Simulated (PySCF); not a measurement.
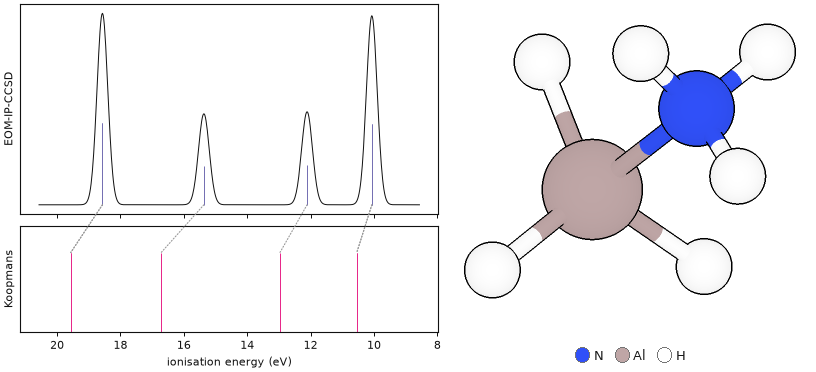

Valence photoelectron lines of AlNH₆, SMILES [NH3+][AlH3-], singlet: vertical EOM-IP-CCSD/aug-cc-pVDZ (frozen core, PySCF 2.14.0, at a PBE0-D3(BJ)/def2-SVP geometry (no frequency check); 6 lines, one for each of the 6 highest orbitals, so a line of a deeper orbital can be missing among them) above, Hartree-Fock orbital energies with the sign turned below, non-relativistic; dotted lines join each line to its leading orbital. Stick heights are one-hole weights (summed over degenerate lines), not cross-sections; Gaussian width 0.40 eV.

### Do correlation and relaxation change the order of the lines?

Not among these holes, which come in the order of the orbitals, HOMO, HOMO−1, HOMO−2, HOMO−3, HOMO−4, HOMO−5.

### What is the first vertical ionisation energy, and how far is Koopmans' value off?

10.07 eV from the HOMO (with HOMO−1 within 0.05 eV); Koopmans gives 10.54 eV, 0.48 eV too high.

Caveats: small basis, so the lines can lie some tenths of an eV too low.
